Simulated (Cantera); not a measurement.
Charge: 1 mol SiHCl3, 0.052 mol HCl, 170 mol H2, at 75.0 Torr.

Method: chemical equilibrium by Gibbs-energy minimisation in Cantera with the NASA 1993 tables (ideal gas, pure condensed phases). Candidate condensed phases: Si; 19 gas species. The tables' values for SiCl3 are old estimates; treat these amounts as uncertain. Kinetics and transport are ignored.

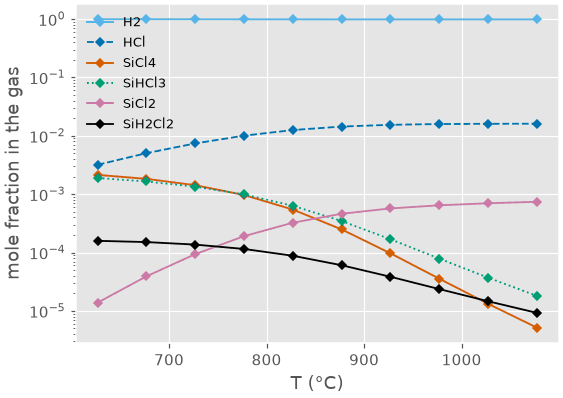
Figure: Equilibrium gas composition (values under 1e-9 drawn at 1e-9)

Problem. Read off the mole fractions at 977 °C.

Solution. H2 about 0.98, HCl about 0.016, SiCl2 about 0.00064, SiHCl3 about 7.9e-5, SiCl4 about 3.6e-5, SiH2Cl2 about 2.4e-5.
